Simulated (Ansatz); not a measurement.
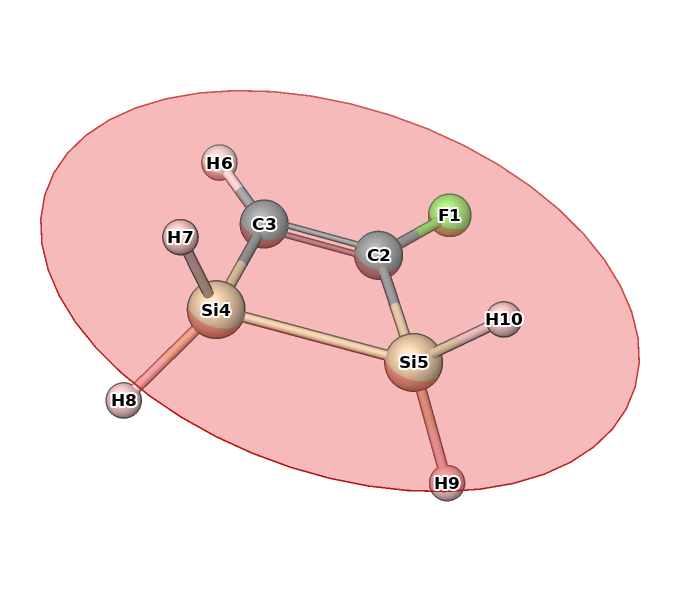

A disc through the centre of mass is drawn in. Atoms fade into the background with distance from the viewer. Computed geometry: PBE-D4/def2-SVP optimisation. No frequency run is at hand to confirm it as a minimum.

Question: Is the plane of the disc a mirror plane of the structure?

Answer: Yes. The reflection leaves F1, C2, C3, Si4, Si5, H6 in place and moves H7 ↔ H8; H9 ↔ H10. The point group is Cs.
